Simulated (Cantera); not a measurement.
Input: 1 mol MgO, 8.3 mol CO, held at 75000 Pa.

Method: chemical equilibrium by Gibbs-energy minimisation in Cantera with the NASA 1993 tables (ideal gas, pure condensed phases). Candidate condensed phases: C, Mg, MgCO3, MgO; 15 gas species. Equilibrium is a limit: real reactors are often held back by kinetics, nucleation or transport.

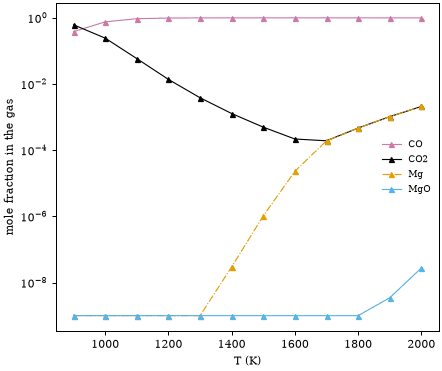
Figure: Equilibrium gas composition (values under 1e-9 drawn at 1e-9)

From 900 K to 1600 K the condensed part is C(graphite) + MgO(s). From 1700 K to 2000 K the condensed part is MgO(s).
